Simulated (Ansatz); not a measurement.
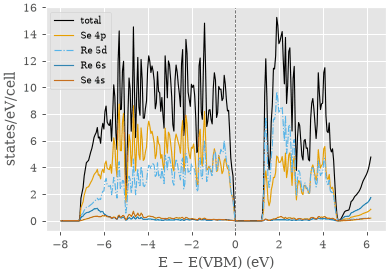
Figure. Total and projected density of states of ReSe$_{2}$ in space group P-1 (No. 2; Pearson symbol aP12), r²SCAN+D4 (plane waves, PAW; program Ansatz)

Question: Which orbitals carry the states next to the gap?

Answer: Top 1 eV of the valence band: Re 5d 51 %, Se 4p 46 %. Bottom 1 eV of the conduction band: Re 5d 63 %, Se 4p 32 %. Projections are on Löwdin-orthogonalised atomic valence shells; empty p or d shells of many metals are not among them.

Question: Where is the tallest occupied peak in this window, and what makes it?

Answer: Near -1.4 eV, about 15 states/eV per cell; the largest projected share is Se 4p.

The first step of the workflow began from a Materials Project structure, measured or hypothetical; the Crystallography Open Database files this formula in space group No. 2, but the cells were not matched. Its standing as an ambient phase is unchecked. Symmetry was held in the r²SCAN+D4 relaxation; its stability against distortions is not shown here. No spin polarisation was allowed. Scalar-relativistic: spin–orbit coupling is off unless named, which matters more the heavier the elements.

Potentials: the later of the program's two PAW sets.
